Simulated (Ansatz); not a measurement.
Structure data:

```xyz
2
Lattice="2.9391 0.0000 0.0000 -1.4695 2.5453 0.0000 0.0000 0.0000 4.6494" Properties=species:S:1:pos:R:3 pbc="T T T"
Ti    0.0000    1.6969    1.1623
Ti    1.4695    0.8484    3.4870
```

### Describe what this structure looks like.

The element is titanium. The symmetry is that of P6_3/mmc (No. 194), on a primitive hexagonal lattice. The arrangement is known as hexagonal close-packed (Mg type). The cell holds two atoms. The Ti atoms are each bonded to twelve Ti in an anticuboctahedral arrangement at 2.88 to 2.94 Å. The bonds build a three-dimensional framework.

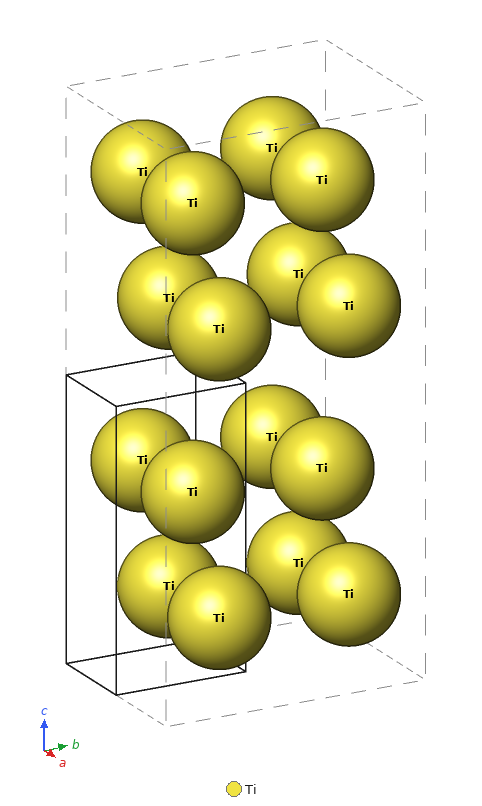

Structure drawing (spheres-only), viewed slightly off an axis. The structure is repeated 2×2×2 times; solid lines mark one conventional unit cell. Colours: titanium yellow.

Starting structure: a structure listed in the Materials Project. It was relaxed with DFT PBE, scalar-relativistic, plane waves, PAW (Ansatz).
